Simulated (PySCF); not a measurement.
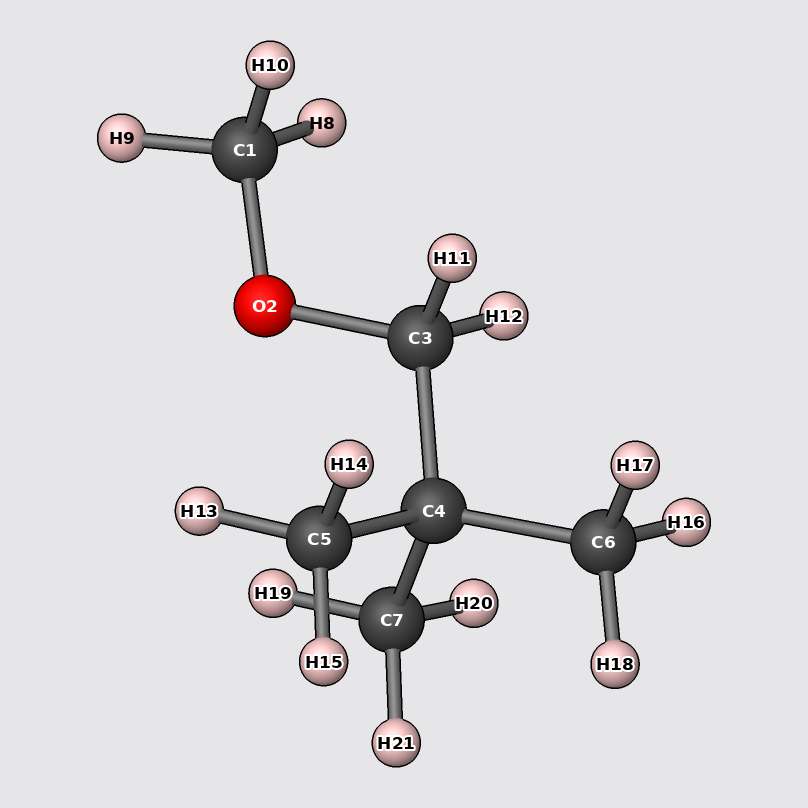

The questions are on isotropic NMR shieldings of the H atoms. Computed geometry: GFN2-xTB optimisation. No frequency run is at hand to confirm it as a minimum. Level of theory: GIAO PBE0/pcSseg-1 NMR shielding, non-relativistic, gas phase (PySCF 2.14.0).

### Which H atom is the most shielded (lowest chemical shift)?

H14, H20 (31.09 ppm).

### Which H atom is the least shielded (highest chemical shift)?

H9 (27.72 ppm).

### How wide is the range of H shifts?

3.37 ppm.

Give the isotropic NMR shieldings of the H atoms atom by atom.

```
atom  σ (ppm)
  H8    28.37
  H9    27.72
 H10    28.37
 H11    28.68
 H12    28.68
 H13    30.02
 H14    31.09
 H15    31.05
 H16    30.95
 H17    30.95
 H18    30.74
 H19    30.01
 H20    31.09
 H21    31.05
```
